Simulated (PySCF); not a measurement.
# C₁₂H₁₂O₂: NMR shifts at several levels of theory

How much do the NMR shifts of C₁₂H₁₂O₂ (`OCCOc1cccc2ccccc12`) depend on the level of theory, and what does each level cost?

Computed with PySCF 2.14.0, with density-fitted response routines of our own, on a single molecule in the gas phase. Atoms are numbered from 0 throughout.

## Step 1: The molecule as given

26 atoms, charge 0, multiplicity 1; geometry from: GFN2-xTB.

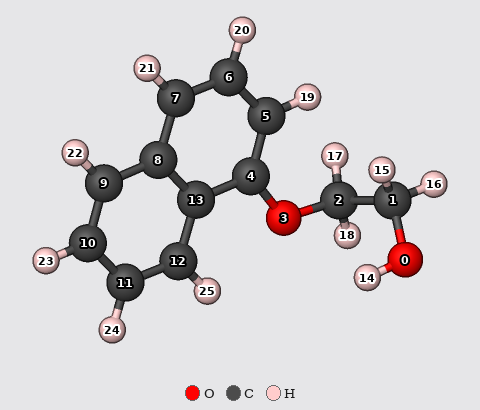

As it starts; oxygen red, carbon dark grey, hydrogen pink, atoms numbered; sticks join atoms by distance.

## Step 2: Optimising the geometry at PBE0-D3(BJ)/def2-SVP

What the job is given:

```
{"job": {"xc": "PBE0", "basis": "def2-SVP", "d3": "d3bj", "grid": 1, "kind": "geom"}, "charge": 0, "multiplicity": 1}
O      3.891170     0.480840     0.913870
C      3.145100     1.587230     0.478370
C      2.466180     1.310200    -0.869580
O      1.492750     0.293660    -0.762200
C      0.247150     0.588790    -0.285410
C     -0.183250     1.833080     0.104110
C     -1.494110     2.016940     0.570170
C     -2.369510     0.973640     0.645990
C     -1.965840    -0.319570     0.251290
C     -2.841810    -1.423390     0.305430
C     -2.429400    -2.668440    -0.079600
C     -1.118510    -2.868640    -0.535110
C     -0.245140    -1.818490    -0.603850
C     -0.643630    -0.523700    -0.216710
H      3.320720    -0.297180     0.872120
H      2.388090     1.856170     1.229400
H      3.850470     2.414090     0.371940
H      2.044100     2.228360    -1.291930
H      3.211380     0.910160    -1.563420
H      0.468770     2.691820     0.064180
H     -1.797210     3.008680     0.871910
H     -3.376330     1.120580     1.008080
H     -3.851250    -1.262550     0.656680
H     -3.110160    -3.506120    -0.036480
H     -0.803580    -3.858290    -0.832360
H      0.763640    -1.961390    -0.958580
```

The program printed:

```text
step   0  E = -613.81917402  max force = 0.016953
step   1  E = -613.82136266  max force = 0.006346
step   2  E = -613.82055697  max force = 0.008432
step   3  E = -613.82174409  max force = 0.001281
step   4  E = -613.82182547  max force = 0.001099
step   5  E = -613.82183666  max force = 0.001851
step   6  E = -613.82189033  max force = 0.000476
step   7  E = -613.82191412  max force = 0.000375
step   8  E = -613.82192841  max force = 0.000596
step   9  E = -613.82193989  max force = 0.000478
step  10  E = -613.82194824  max force = 0.000236
optimisation converged
```

It took 5.8 min on 8 threads of Intel Xeon Platinum 8488C (Sapphire Rapids), shared host.

The steps of the relaxation: (the energy doesn't fall at every step)

```tsv
step	energy from step 0 (eV)	largest force component (eV/Å)
0	0.0000	0.8718
1	-0.0596	0.3263
2	-0.0376	0.4336
3	-0.0699	0.0659
4	-0.0721	0.0565
5	-0.0725	0.0952
6	-0.0739	0.0245
7	-0.0746	0.0193
8	-0.0750	0.0306
9	-0.0753	0.0246
10	-0.0755	0.0121
```

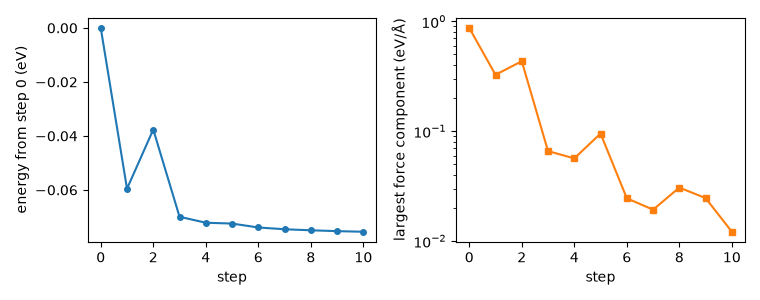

Energy and largest force along the relaxation.

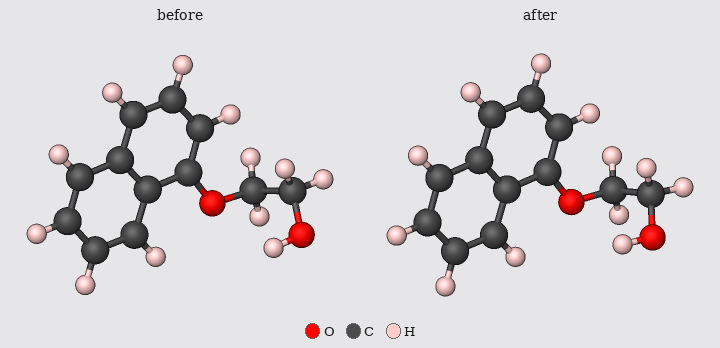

Before and after, at one scale.

Distances of close pairs at the start and the end, largest changes first:

```tsv
bond	before (Å)	after (Å)	change (Å)
C1–C2	1.534	1.517	-0.017
O3–C4	1.366	1.353	-0.013
C6–H20	1.080	1.093	+0.013
C10–H23	1.080	1.093	+0.012
C11–H24	1.080	1.093	+0.012
C7–H21	1.080	1.092	+0.012
C9–H22	1.081	1.093	+0.012
C12–H25	1.079	1.091	+0.012
```

The next job starts from the end point, and lists it.

```tsv
at the end point	value
point group (found at 0.08 Å tolerance)	C1
rotational constants (GHz, main isotopes)	1.225, 0.481, 0.375
dipole moment (D)	1.39
```

## Step 3: Shielding tensors: PBE0/pcSseg-1

What the job is given:

```
{"job": {"kind": "nmr", "xc": "PBE0", "basis": "pcSseg-1", "pop": false}, "charge": 0, "multiplicity": 1}
O      3.702227     0.289378     0.936656
C      3.161483     1.501325     0.500992
C      2.482599     1.345748    -0.846828
O      1.486166     0.344892    -0.789967
C      0.251227     0.624122    -0.313662
C     -0.184381     1.873936     0.078442
C     -1.506174     2.048424     0.550795
C     -2.376135     0.990997     0.637897
C     -1.956582    -0.308080     0.246930
C     -2.818713    -1.431753     0.322630
C     -2.389874    -2.680915    -0.062578
C     -1.075398    -2.865244    -0.545521
C     -0.212139    -1.796516    -0.633181
C     -0.628799    -0.501840    -0.238610
H      2.991432    -0.361850     0.893926
H      2.446971     1.922644     1.236214
H      3.987901     2.223658     0.402763
H      2.072400     2.299494    -1.220515
H      3.213432     0.976237    -1.580763
H      0.477476     2.738508     0.034370
H     -1.826524     3.048282     0.853273
H     -3.393940     1.132290     1.008328
H     -3.835965    -1.285494     0.695102
H     -3.067612    -3.535497     0.003281
H     -0.744585    -3.860452    -0.851789
H      0.803297    -1.925814    -1.009875
```

Method: GIAO PBE0/pcSseg-1 NMR shielding, non-relativistic, gas phase.

The program printed:

```text
coarse grid: 22648 points
cycle   1  E = -613.9302150183  dE =  2.570e+00  |g| = 7.921e-01  |ddm| = 5.206e+00
cycle   2  E = -613.8462754980  dE =  8.394e-02  |g| = 1.063e+00  |ddm| = 1.865e+00
cycle   3  E = -614.0530320368  dE = -2.068e-01  |g| = 1.134e-01  |ddm| = 1.089e+00
cycle   4  E = -614.0553073568  dE = -2.275e-03  |g| = 5.170e-02  |ddm| = 1.595e-01
cycle   5  E = -614.0559225311  dE = -6.152e-04  |g| = 2.029e-02  |ddm| = 7.804e-02
cycle   6  E = -614.0560284687  dE = -1.059e-04  |g| = 5.238e-03  |ddm| = 2.591e-02
cycle   7  E = -614.0560349599  dE = -6.491e-06  |g| = 1.636e-03  |ddm| = 6.949e-03
final grid: 221376 points
cycle   8  E = -614.1604883143  dE = -5.823e-05  |g| = 1.466e-02  |ddm| = 7.894e-02
cycle   9  E = -614.1604297011  dE =  5.861e-05  |g| = 2.278e-02  |ddm| = 3.483e-02
cycle  10  E = -614.1605303530  dE = -1.007e-04  |g| = 3.011e-03  |ddm| = 2.304e-02
cycle  11  E = -614.1605326311  dE = -2.278e-06  |g| = 6.253e-04  |ddm| = 4.127e-03
cycle  12  E = -614.1605327193  dE = -8.818e-08  |g| = 2.191e-04  |ddm| = 8.619e-04
cycle  13  E = -614.1605327310  dE = -1.175e-08  |g| = 5.543e-05  |ddm| = 2.675e-04
cycle  14  E = -614.1605327316  dE = -5.809e-10  |g| = 2.675e-05  |ddm| = 8.107e-05
converged SCF energy = -614.1605327316

GIAO shielding tensors (ppm)
atom      isotropic    diamagn.    paramagn.     s11        s22        s33       span
  0 O      310.227     392.280     -82.054    279.779    318.183    332.718     52.939
  1 C      125.127     248.164    -123.037    104.101    108.355    162.925     58.824
  2 C      115.186     243.690    -128.503     87.833    111.646    146.081     58.248
  3 O      229.792     403.828    -174.037    137.158    248.918    303.299    166.141
  4 C       27.556     255.089    -227.532    -58.812     26.280    115.200    174.012
  5 C       77.986     259.998    -182.012     -4.898     58.525    180.330    185.228
  6 C       53.419     254.954    -201.535    -55.648     42.946    172.961    228.609
  7 C       59.137     250.998    -191.861    -38.133     55.423    160.120    198.253
  8 C       45.967     253.154    -207.187    -26.648    -23.388    187.937    214.585
  9 C       51.296     248.124    -196.829    -50.232     43.484    160.636    210.868
 10 C       51.995     254.530    -202.534    -57.747     39.253    174.480    232.227
 11 C       54.010     254.689    -200.679    -54.037     41.206    174.862    228.900
 12 C       56.843     247.465    -190.622    -50.505     39.117    181.917    232.422
 13 C       55.820     258.414    -202.594    -16.694      2.954    181.199    197.893
 14 H       30.132      35.864      -5.733     18.566     30.173     41.656     23.090
 15 H       26.931      31.276      -4.345     21.290     27.833     31.669     10.380
 16 H       27.924      26.967       0.957     23.084     27.214     33.473     10.390
 17 H       26.785      30.595      -3.810     22.982     26.472     30.902      7.921
 18 H       26.818      28.696      -1.878     21.608     25.670     33.174     11.566
 19 H       24.529      33.926      -9.397     18.926     24.514     30.147     11.220
 20 H       23.771      29.663      -5.892     19.215     25.259     26.839      7.623
 21 H       23.750      31.587      -7.837     18.829     24.977     27.445      8.615
 22 H       23.378      30.354      -6.976     18.415     24.070     27.650      9.235
 23 H       23.600      27.885      -4.285     19.369     24.841     26.591      7.221
 24 H       23.596      29.816      -6.220     19.053     24.567     27.167      8.113
 25 H       22.697      33.874     -11.176     16.243     22.285     29.564     13.321
```

Wall time 96 s (8 threads of Intel Xeon Platinum 8488C (Sapphire Rapids), shared host).

Shifts follow as δ = σ(reference) − σ, with reference shieldings (ppm) from runs at the same level and on the same kind of geometry: ¹H TMS 31.27, ¹³C TMS 184.4, ¹⁷O H2O 334.6. The references are single molecules in the gas phase, so shifts against H2O, NH3, PH3, H3PO4 or CFCl3 are not on the usual liquid scales and can be off by tens of ppm. Atoms listed in one row are averaged.

```tsv
atoms	environment	σ (ppm)	δ (ppm)	δ scaled to CDCl3
C4	aromatic carbon bearing oxygen	27.6	156.9	151.8
C8	ring-fusion aromatic carbon	46.0	138.4	133.9
C9	aromatic CH	51.3	133.1	128.7
C10	aromatic CH	52.0	132.4	128.1
C6	aromatic CH	53.4	131.0	126.7
C11	aromatic CH	54.0	130.4	126.1
C13	ring-fusion aromatic carbon	55.8	128.6	124.4
C12	aromatic CH	56.8	127.6	123.4
C7	aromatic CH	59.1	125.3	121.1
C5	aromatic CH	78.0	106.4	102.8
C2	sp3 CH2 bonded to O	115.2	69.2	66.7
C1	sp3 CH2 bonded to O	125.1	59.3	57.1
H25	hydrogen on an aromatic CH	22.70	8.57	8.34
H22	hydrogen on an aromatic CH	23.38	7.89	7.69
H24	hydrogen on an aromatic CH	23.60	7.67	7.49
H23	hydrogen on an aromatic CH	23.60	7.67	7.48
H21	hydrogen on an aromatic CH	23.75	7.52	7.34
H20	hydrogen on an aromatic CH	23.77	7.50	7.32
H19	hydrogen on an aromatic CH	24.53	6.74	6.60
H17, H18	hydrogen on an sp3 CH2 bonded to O	26.80	4.47	4.45
H15, H16	hydrogen on an sp3 CH2 bonded to O	27.43	3.84	3.86
H14	hydrogen on an alcohol oxygen	30.13	1.14	–
O3	ether oxygen	229.8	104.8	–
O0	alcohol oxygen	310.2	24.3	–
```

The scaled column applies a straight-line fit of computed shieldings to shifts measured in CDCl3 (root-mean-square error 0.21 ppm for H, 2.0 ppm for C).

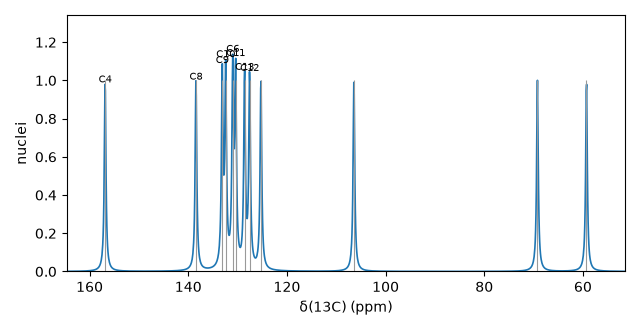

¹³C lines at the computed shifts, without couplings. Lines are broadened to a width of 0.39 ppm (Lorentzian).

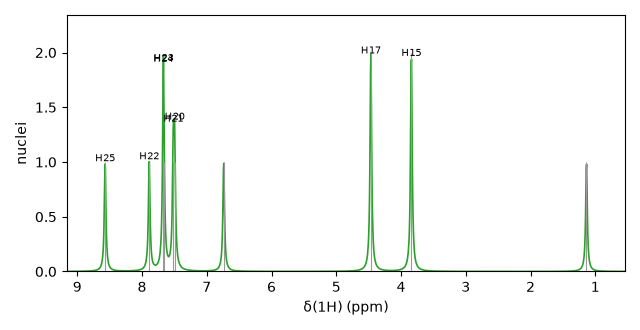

¹H lines at the computed shifts, without couplings. Lines are broadened to a width of 0.03 ppm (Lorentzian).

Ring of atoms C4, C5, C6, C7, C8, C13: NICS(0) -9.2, NICS(1) -11.1, NICS(1)zz -26.0 ppm (means of both faces).

Ring of atoms C8, C9, C10, C11, C12, C13: NICS(0) -9.1, NICS(1) -11.8, NICS(1)zz -28.9 ppm (means of both faces).

## Step 4: Shielding tensors: PBE/pcSseg-1

Same as in step 3 but for these lines:

```diff
@@ -1,2 +1,2 @@
-{"job": {"kind": "nmr", "xc": "PBE0", "basis": "pcSseg-1", "pop": false}, "charge": 0, "multiplicity": 1}
+{"job": {"kind": "nmr", "xc": "PBE", "basis": "pcSseg-1", "pop": false}, "charge": 0, "multiplicity": 1}
 O      3.702227     0.289378     0.936656
```

With the program's defaults for keys left out, this is: GIAO PBE/pcSseg-1 NMR shielding, non-relativistic, gas phase.

The program printed:

```text
coarse grid: 22648 points
cycle   1  E = -613.7758290278  dE =  2.058e+00  |g| = 9.822e-01  |ddm| = 5.326e+00
cycle   2  E = -613.3906266525  dE =  3.852e-01  |g| = 1.703e+00  |ddm| = 3.140e+00
cycle   3  E = -613.9659048277  dE = -5.753e-01  |g| = 2.572e-01  |ddm| = 2.317e+00
cycle   4  E = -613.9787351811  dE = -1.283e-02  |g| = 1.006e-01  |ddm| = 3.581e-01
cycle   5  E = -613.9805518934  dE = -1.817e-03  |g| = 6.122e-02  |ddm| = 1.800e-01
cycle   6  E = -613.9816150790  dE = -1.063e-03  |g| = 1.499e-02  |ddm| = 8.120e-02
cycle   7  E = -613.9816573937  dE = -4.231e-05  |g| = 8.285e-03  |ddm| = 2.308e-02
cycle   8  E = -613.9816744702  dE = -1.708e-05  |g| = 1.803e-03  |ddm| = 1.038e-02
cycle   9  E = -613.9816752438  dE = -7.736e-07  |g| = 7.034e-04  |ddm| = 2.601e-03
final grid: 221376 points
cycle  10  E = -614.1240816355  dE = -5.641e-05  |g| = 2.319e-02  |ddm| = 1.128e-01
cycle  11  E = -614.1237640671  dE =  3.176e-04  |g| = 4.630e-02  |ddm| = 6.471e-02
cycle  12  E = -614.1241749855  dE = -4.109e-04  |g| = 8.880e-03  |ddm| = 4.924e-02
cycle  13  E = -614.1241946906  dE = -1.971e-05  |g| = 2.029e-03  |ddm| = 1.207e-02
cycle  14  E = -614.1241956998  dE = -1.009e-06  |g| = 5.893e-04  |ddm| = 2.689e-03
cycle  15  E = -614.1241957843  dE = -8.455e-08  |g| = 2.382e-04  |ddm| = 8.424e-04
cycle  16  E = -614.1241957988  dE = -1.446e-08  |g| = 5.689e-05  |ddm| = 3.018e-04
cycle  17  E = -614.1241957995  dE = -6.480e-10  |g| = 3.055e-05  |ddm| = 9.178e-05
converged SCF energy = -614.1241957995

GIAO shielding tensors (ppm)
atom      isotropic    diamagn.    paramagn.     s11        s22        s33       span
  0 O      299.948     392.720     -92.772    268.291    311.329    320.225     51.933
  1 C      118.174     249.109    -130.935     96.406     99.464    158.651     62.245
  2 C      108.541     244.842    -136.300     79.551    105.607    140.466     60.915
  3 O      211.717     403.412    -191.695    116.078    228.293    290.779    174.701
  4 C       25.421     256.456    -231.036    -53.299     21.871    107.690    160.989
  5 C       75.568     259.929    -184.362     -4.597     55.656    175.643    180.240
  6 C       51.756     254.190    -202.434    -52.877     41.366    166.778    219.655
  7 C       56.823     250.248    -193.425    -35.605     52.838    153.236    188.840
  8 C       44.455     252.168    -207.713    -25.709    -22.567    181.639    207.348
  9 C       48.807     247.107    -198.300    -48.202     40.774    153.850    202.053
 10 C       50.249     253.380    -203.131    -55.400     37.843    168.305    223.706
 11 C       51.834     253.753    -201.919    -52.314     39.173    168.644    220.958
 12 C       55.756     247.445    -191.689    -47.159     37.411    177.015    224.173
 13 C       53.840     258.258    -204.418    -16.868      3.562    174.826    191.694
 14 H       30.216      36.341      -6.124     19.017     30.571     41.061     22.043
 15 H       26.633      31.768      -5.135     20.972     27.501     31.427     10.455
 16 H       27.789      26.610       1.179     23.125     27.274     32.969      9.843
 17 H       26.543      30.584      -4.041     23.053     26.164     30.412      7.359
 18 H       26.730      28.698      -1.968     21.559     25.664     32.967     11.407
 19 H       24.527      34.064      -9.537     19.240     24.240     30.100     10.860
 20 H       23.842      29.702      -5.861     19.522     25.070     26.933      7.411
 21 H       23.860      31.674      -7.815     19.322     24.820     27.437      8.116
 22 H       23.467      30.497      -7.030     18.852     23.893     27.657      8.805
 23 H       23.665      27.844      -4.179     19.682     24.690     26.622      6.940
 24 H       23.646      29.820      -6.174     19.364     24.429     27.145      7.781
 25 H       22.803      34.400     -11.598     16.651     22.264     29.493     12.842
```

Wall time 65 s (8 threads of Intel Xeon Platinum 8488C (Sapphire Rapids), shared host).

Key values: δ C4 154.6, C8 135.6, C9 131.2, C10 129.8, H25 8.39, H22 7.73 ppm.

## Step 5: Shielding tensors: wB97X-D/pcSseg-1

Same as in step 4 but for these lines:

```diff
@@ -1,2 +1,2 @@
-{"job": {"kind": "nmr", "xc": "PBE", "basis": "pcSseg-1", "pop": false}, "charge": 0, "multiplicity": 1}
+{"job": {"kind": "nmr", "xc": "wB97X-D", "basis": "pcSseg-1", "pop": false}, "charge": 0, "multiplicity": 1}
 O      3.702227     0.289378     0.936656
```

With the program's defaults for keys left out, this is: GIAO wB97X-D/pcSseg-1 NMR shielding, non-relativistic, gas phase.

The program printed:

```text
coarse grid: 22648 points
cycle   1  E = -614.4087911620  dE =  3.181e+00  |g| = 8.223e-01  |ddm| = 5.163e+00
cycle   2  E = -614.4121114453  dE = -3.320e-03  |g| = 8.879e-01  |ddm| = 1.501e+00
cycle   3  E = -614.5431688492  dE = -1.311e-01  |g| = 7.409e-02  |ddm| = 7.230e-01
cycle   4  E = -614.5441779027  dE = -1.009e-03  |g| = 3.782e-02  |ddm| = 1.104e-01
cycle   5  E = -614.5444870326  dE = -3.091e-04  |g| = 1.289e-02  |ddm| = 5.250e-02
cycle   6  E = -614.5445220972  dE = -3.506e-05  |g| = 3.241e-03  |ddm| = 1.639e-02
cycle   7  E = -614.5445250612  dE = -2.964e-06  |g| = 9.084e-04  |ddm| = 4.013e-03
final grid: 221376 points
cycle   8  E = -614.6538822590  dE = -2.581e-04  |g| = 4.591e-03  |ddm| = 9.354e-02
cycle   9  E = -614.6538864531  dE = -4.194e-06  |g| = 3.290e-03  |ddm| = 1.188e-02
cycle  10  E = -614.6538884521  dE = -1.999e-06  |g| = 1.085e-03  |ddm| = 3.633e-03
cycle  11  E = -614.6538886760  dE = -2.239e-07  |g| = 4.418e-04  |ddm| = 1.736e-03
cycle  12  E = -614.6538887195  dE = -4.351e-08  |g| = 6.685e-05  |ddm| = 5.342e-04
cycle  13  E = -614.6538887215  dE = -2.005e-09  |g| = 3.300e-05  |ddm| = 1.676e-04
cycle  14  E = -614.6538887220  dE = -4.932e-10  |g| = 1.230e-05  |ddm| = 6.390e-05
converged SCF energy = -614.6538887220

GIAO shielding tensors (ppm)
atom      isotropic    diamagn.    paramagn.     s11        s22        s33       span
  0 O      312.750     392.861     -80.111    282.748    318.772    336.730     53.982
  1 C      125.374     247.822    -122.448    104.408    108.989    162.725     58.317
  2 C      115.274     243.572    -128.298     88.571    111.225    146.026     57.455
  3 O      237.038     404.425    -167.387    148.438    257.102    305.574    157.136
  4 C       25.873     255.679    -229.806    -64.117     26.627    115.108    179.225
  5 C       77.559     260.745    -183.187     -6.486     59.447    179.715    186.200
  6 C       51.932     255.610    -203.678    -59.949     42.373    173.373    233.322
  7 C       58.470     252.251    -193.781    -41.216     55.984    160.643    201.859
  8 C       44.099     254.227    -210.128    -30.911    -24.623    187.830    218.741
  9 C       50.592     249.342    -198.750    -53.204     43.877    161.103    214.308
 10 C       50.701     255.167    -204.466    -61.593     38.755    174.943    236.536
 11 C       53.012     255.285    -202.273    -57.451     41.198    175.289    232.740
 12 C       55.346     248.382    -193.036    -54.313     38.799    181.552    235.865
 13 C       54.299     259.228    -204.929    -18.682      0.645    180.934    199.616
 14 H       30.202      36.364      -6.162     18.630     30.184     41.792     23.162
 15 H       27.101      31.571      -4.470     21.518     27.985     31.801     10.283
 16 H       28.042      26.920       1.122     23.210     27.307     33.607     10.397
 17 H       26.958      30.838      -3.880     23.109     26.659     31.107      7.999
 18 H       26.954      28.764      -1.810     21.810     25.783     33.269     11.460
 19 H       24.658      34.217      -9.558     19.077     24.640     30.257     11.179
 20 H       23.864      29.684      -5.820     19.388     25.288     26.916      7.528
 21 H       23.850      31.496      -7.646     18.934     25.040     27.576      8.642
 22 H       23.484      30.239      -6.755     18.546     24.149     27.758      9.212
 23 H       23.699      27.760      -4.062     19.526     24.867     26.704      7.178
 24 H       23.704      29.828      -6.123     19.212     24.606     27.295      8.082
 25 H       22.788      34.085     -11.297     16.393     22.285     29.687     13.294
```

It took 2 min on 8 threads of Intel Xeon Platinum 8488C (Sapphire Rapids), shared host.

In short: δ C4 158.7, C8 140.4, C9 133.9, C10 133.8, H25 8.59, H22 7.90 ppm.

[end of part 1 of 2]
